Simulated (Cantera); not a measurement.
Charge: 1 mol FeS, a varied amount of O2, at 1025 K and 11.3 Torr.

These are equilibrium values from Cantera (NASA tables, ideal gas, pure condensed phases), not measurements of a reactor. Candidate condensed phases: Fe, FeO, FeS, FeSO4, FeS2, Fe2O3, Fe2(SO4)3, Fe3O4, S; 12 gas species. Mutual solubility and eutectic melting of coexisting phases are not modelled. FeS: taken at fixed stoichiometry. Gases not in the tables: S3 to S7. The numbers say what is thermodynamically allowed, not how fast it happens.

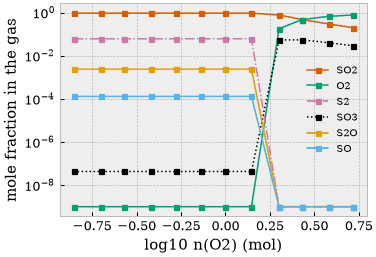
Fig. 1. Equilibrium gas composition (values under 1e-9 drawn at 1e-9)

Question: Read off the mole fractions at 2 mol O2.

Answer: SO2 about 0.77, O2 about 0.18, SO3 about 0.054.
